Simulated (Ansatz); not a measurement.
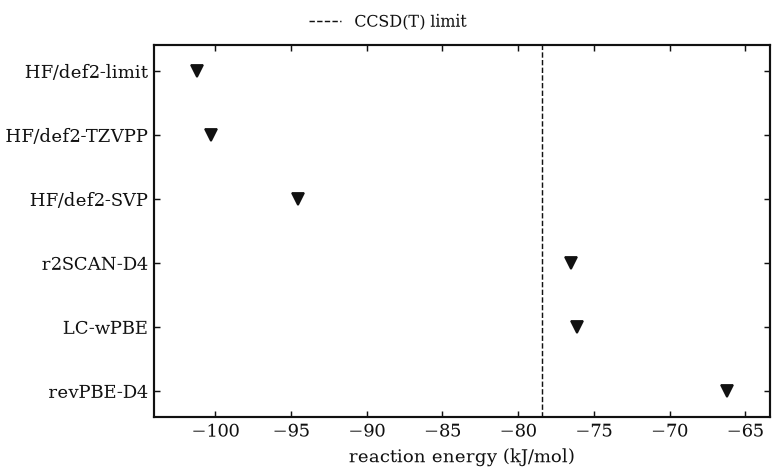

Electronic reaction energy of SnSi₂H₈ ([SiH3][SiH2][SnH3]) + HCl (Cl) → SnSiH₅Cl (Cl[SiH2][SnH3]) + SiH₄ ([SiH4]) (SMILES in brackets) at several levels (functionals in def2-TZVPP unless a basis is named), isolated molecules at PBE0-D4 triple-zeta geometries, minima by their frequencies, no zero-point or thermal terms, the Ansatz code 0.2.0. The line is frozen-core CCSD(T) at the basis limit (MP2 extrapolated from triple and quadruple zeta, plus CCSD(T) less MP2 in a smaller set). No dispersion term is added to LC-wPBE. The distance of HF/def2-SVP to the limit includes basis error. Core potentials past Kr.

Q: Which level comes closest to the line (CCSD(T) limit), and which misses most?

A: Closest r2SCAN-D4 (−76.5 kJ/mol), against −78.4 kJ/mol; farthest HF/def2-limit (−101.2 kJ/mol).

Q: Give the values.

A:
```
        level  kJ/mol  less CCSD(T) limit
HF/def2-limit  −101.2               −22.8
HF/def2-TZVPP  −100.3               −21.9
  HF/def2-SVP   −94.6               −16.2
    r2SCAN-D4   −76.5                 1.9
      LC-wPBE   −76.1                 2.3
    revPBE-D4   −66.2                12.2
CCSD(T) limit   −78.4                 0.0
```

Known limits of this run: outer-core shells are correlated without core-valence functions, which makes the correlated values less sure; spin-orbit coupling is left out, and with Sn it can shift these values.
